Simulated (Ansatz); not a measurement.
# Calculations on C₂H₆BNS

Part 1: Relaxation

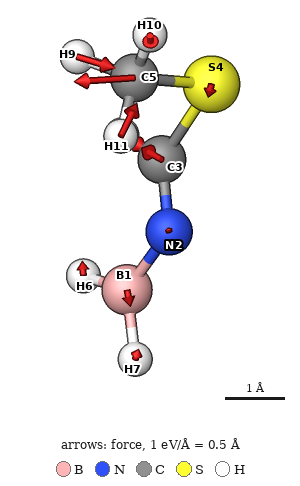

Starting geometry of C$_{2}$H$_{6}$BNS with the computed forces as red arrows. A ball-and-stick model, seen from a free direction.

The run prepares an end point of a later path (torsion) calculation, from a guessed geometry.

Computed with Ansatz 0.2.0, RKS BHLYP-D4/def2-SVP.

Input file:
```yaml
crystal:
  periodic: [false, false, false]
  atoms:
    - { symbol: B, position_ang: [-1.4318, 1.7635, -0.8537] }
    - { symbol: "N", position_ang: [-1.0041, 0.3775, -0.7545] }
    - { symbol: C, position_ang: [0.2138, 0.0731, -0.8043] }
    - { symbol: S, position_ang: [0.8141, -1.635, -0.6558] }
    - { symbol: C, position_ang: [0.9098, -1.5769, 1.1398] }
    - { symbol: H, position_ang: [-0.7109, 2.7135, -0.9925] }
    - { symbol: H, position_ang: [-2.6103, 2.0449, -0.8219] }
    - { symbol: H, position_ang: [1.0551, 0.8481, -0.9151] }
    - { symbol: H, position_ang: [1.6734, -0.7953, 1.4801] }
    - { symbol: H, position_ang: [1.2338, -2.5605, 1.5571] }
    - { symbol: H, position_ang: [-0.0775, -1.3099, 1.6413] }
basis:
  gaussian: { orbitals: def2-SVP }
hamiltonian:
  xc: { name: BHLYP }
  dispersion: d4
relax:
  f_tol: 0.015
  max_steps: 40
output:
  orbitals: {}
```

Launched with:
```bash
ansatz run input.yaml --threads 2 --pin off --max-ram 3072MiB --backend cpu --events-out ev --progress --plain --runs-dir out
```

**What follows when this structure is relaxed?**

It isn't relaxed: the largest force vector, on C5, is 2.28 eV/Å. The final displacements have little in common with the starting forces (cosine between the two patterns 0.17). The atom that moves furthest after the best rigid fit is H8 (1.78 Å). Largest moves by element: H 1.78 Å, N 0.80 Å, C 0.64 Å, B 0.62 Å, S 0.51 Å. Among the contacts that change: B1–N2 1.454 → 1.360 Å, C3–S4 1.817 → 1.757 Å, C3–H8 1.149 → 1.096 Å, C5–H11 1.139 → 1.090 Å. Among the angles between lasting bonds that change: B1–N2–C3 120.9° → 179.0°, H6–B1–H7 113.8° → 121.3°, C3–S4–C5 93.9° → 101.0°. Groups turn about C3–S4 by about 90°. Over 21 accepted moves (24 points after the start) the energy falls by 1.449 eV. The largest force component goes from 2.1 to 0.0095 eV/Å. The line search rejected the trial steps at points 2, 18, 20 of the run. Cost: 43 s on 2 threads of Intel(R) Xeon(R) 6975P-C (Granite Rapids) (shared host), peak memory 0.24 GiB.

Part 2: Relaxation

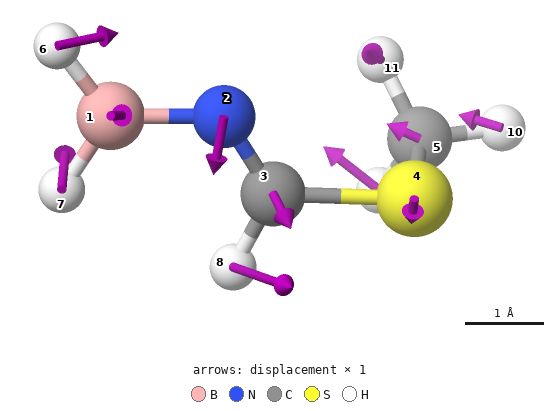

A relaxation of C₂H₆BNS. The starting structure is drawn; purple arrows show the displacements, at their true length. The two geometries are superimposed by the best rigid fit.

The picture is a ball-and-stick view, seen at a tilt.

The run prepares an end point of a later path (torsion) calculation, from a guessed geometry.

All numbers below come from Ansatz, RKS BHLYP-D4/def2-SVP. Set-up: no spin polarisation; force threshold 0.015 eV/Å; at most 40 steps.

### Describe the change and its energy.

The largest move after the best rigid fit is that of an H atom, 1.80 Å. By element the largest moves are H 1.80 Å, N 0.82 Å, C 0.64 Å, B 0.64 Å, S 0.48 Å. Among the contacts that change: B–N 1.454 → 1.360 Å, C–S 1.817 → 1.757 Å, C–H 1.144 → 1.090 Å, C–H 1.117 → 1.090 Å. Among the angles between lasting bonds that change: B–N–C 120.9° → 179.1°, H–B–H 113.8° → 121.4°, C–S–C 93.9° → 101.0°. Groups turn about C–S by about 90°. After 21 accepted moves (23 points after the start) the energy has fallen by 33.5 kcal/mol. Largest force component: 2.2 eV/Å at the start, 0.003 eV/Å at the end. The line search rejected the trial steps at points 2, 21 of the run. Cost: 39 s on 2 threads of Intel(R) Xeon(R) 6975P-C (Granite Rapids), on a shared host, peak memory 0.25 GiB.

Part 3: Path

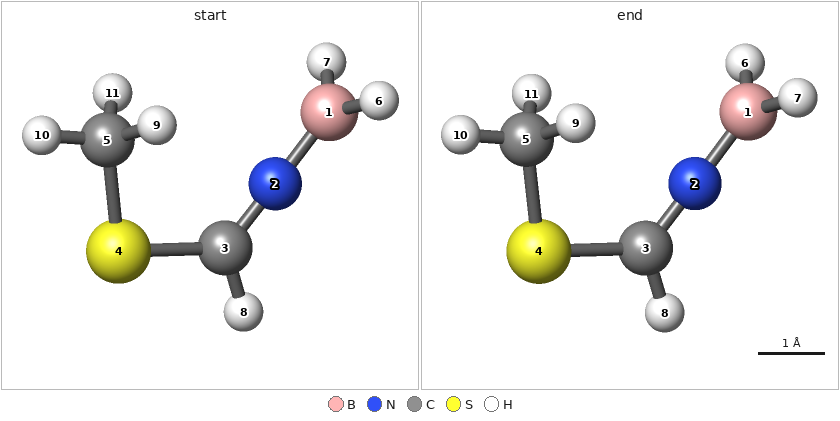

The two relaxed end points of a path for C2H6BNS. A ball-and-stick model, seen at a tilt.

Computed with RKS BHLYP-D4/def2-SVP (Ansatz).

The input:
```yaml
crystal:
  periodic: [false, false, false]
  atoms:
    - { symbol: B, position_ang: [-1.149554, 1.625112, -0.301506] }
    - { symbol: "N", position_ang: [-0.287976, 0.733569, -0.860949] }
    - { symbol: C, position_ang: [0.496479, -0.085644, -1.350868] }
    - { symbol: S, position_ang: [1.26728, -1.427034, -0.517248] }
    - { symbol: C, position_ang: [0.590412, -1.235746, 1.1404] }
    - { symbol: H, position_ang: [-0.717053, 2.630463, 0.194272] }
    - { symbol: H, position_ang: [-2.327923, 1.3909, -0.312791] }
    - { symbol: H, position_ang: [0.798432, -0.048747, -2.404043] }
    - { symbol: H, position_ang: [0.876347, -0.273771, 1.56646] }
    - { symbol: H, position_ang: [1.015076, -2.040991, 1.740264] }
    - { symbol: H, position_ang: [-0.496119, -1.32511, 1.126511] }
basis:
  gaussian: { orbitals: def2-SVP }
hamiltonian:
  xc: { name: BHLYP }
  dispersion: d4
neb:
  order_check: false
  images: 7
  f_tol: 0.03
  max_iterations: 60
  initial_path: idpp
  final_atoms:
    - { symbol: B, position_ang: [-1.15096367, 1.62440108, -0.30243866] }
    - { symbol: "N", position_ang: [-0.28772852, 0.73396027, -0.86054738] }
    - { symbol: C, position_ang: [0.49726456, -0.08470255, -1.35048918] }
    - { symbol: S, position_ang: [1.26481003, -1.42843258, -0.51827603] }
    - { symbol: C, position_ang: [0.59086226, -1.23588638, 1.14076248] }
    - { symbol: H, position_ang: [-2.32930782, 1.39031344, -0.31832307] }
    - { symbol: H, position_ang: [-0.71964042, 2.62839015, 0.19711245] }
    - { symbol: H, position_ang: [0.80187825, -0.04541627, -2.40274479] }
    - { symbol: H, position_ang: [0.88269702, -0.27618367, 1.56796956] }
    - { symbol: H, position_ang: [1.01172991, -2.04443702, 1.73881329] }
    - { symbol: H, position_ang: [-0.49620061, -1.31900545, 1.12866334] }
```

Launched with:
```bash
ansatz run input.yaml --threads 2 --pin off --max-ram 3072MiB --backend cpu --events-out ev --progress --plain --runs-dir out
```

### Predict the minimum-energy path and its barrier.

The barrier is about 52.4 kJ/mol in both directions, with image 4 at the top; the ends have the same energy. The motion is a rotation about the B1–N2 bond by about 175°, with a turn of about 355° about N2–C3. No bond forms or breaks between the ends. Bond angles that change up to the highest image, for instance: B1–N2–C3 179.0° → 117.9°. The band is converged. At the top, the vibrational analysis gives one imaginary mode (79i cm⁻¹), as a transition state must have.

Energies of the converged images:

```
image  path (Å)  E (kJ/mol)
    0      0.00         0.0
    1      0.81         5.5
    2      1.62        26.4
    3      2.43        49.3
    4      3.24        52.4
    5      4.03        48.3
    6      4.82        24.8
    7      5.61         5.2
    8      6.40         0.0
```

The geometry at the top of the path:

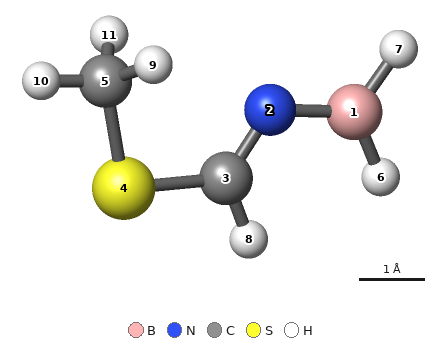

Cost: 4.9 min on 2 threads of Intel(R) Xeon(R) 6975P-C (Granite Rapids) (shared host), peak memory 0.26 GiB.
